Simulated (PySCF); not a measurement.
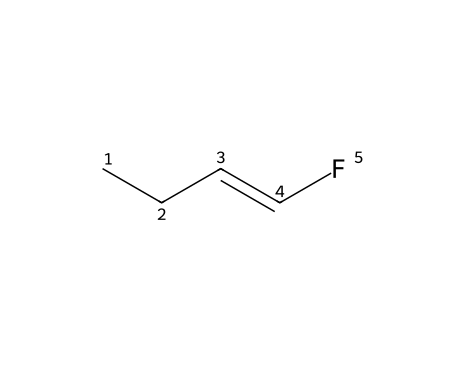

Skeletal drawing with numbered atoms; wedges and dashes mark any stereocentres. The configuration is that of a computed structure (GFN2-xTB).

Give the R/S and E/Z labels.

C3=C4: E.
